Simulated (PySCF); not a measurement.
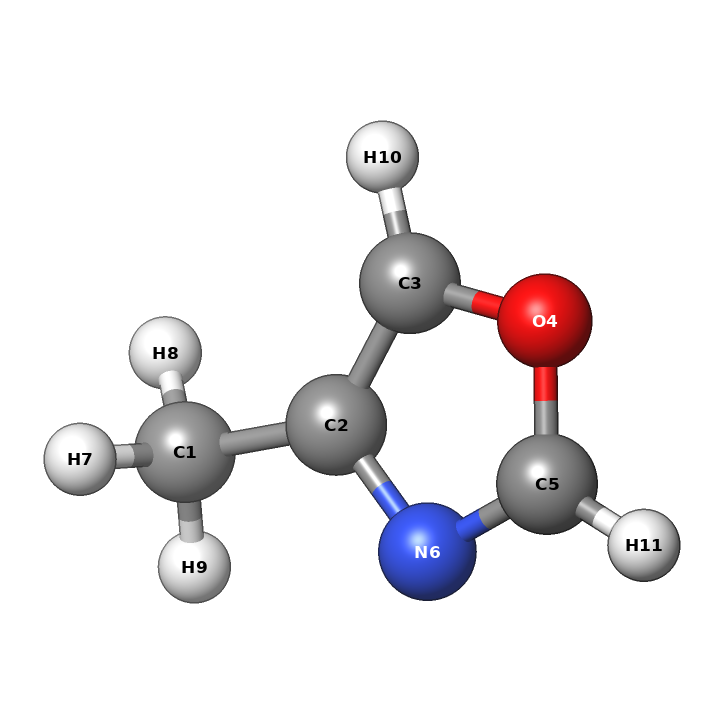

The geometry was computed by an optimisation with GFN2-xTB. No frequency run is at hand to confirm it as a minimum. Level of theory: B3LYP/pcJ-1 indirect spin-spin coupling, non-relativistic, gas phase (PySCF 2.14.0). Isotopes: 13C, 1H, 15N, 17O.

Give the spin–spin coupling constants of these pairs, with the number of bonds between them: C2/N6, C5/N6, C1/N6, C3/N6, O4/N6, N6/H11, N6/H10, N6/H9, N6/H8.

| pair | bonds apart | J (Hz) |
| --- | --- | --- |
| C2, N6 | 1 | 2.0 |
| C5, N6 | 1 | −0.6 |
| C1, N6 | 2 | −8.5 |
| C3, N6 | 2 | 1.5 |
| O4, N6 | 2 | −3.4 |
| N6, H11 | 2 | −13.8 |
| N6, H10 | 3 | −0.8 |
| N6, H9 | 3 | −2.1 |
| N6, H8 | 3 | −4.6 |
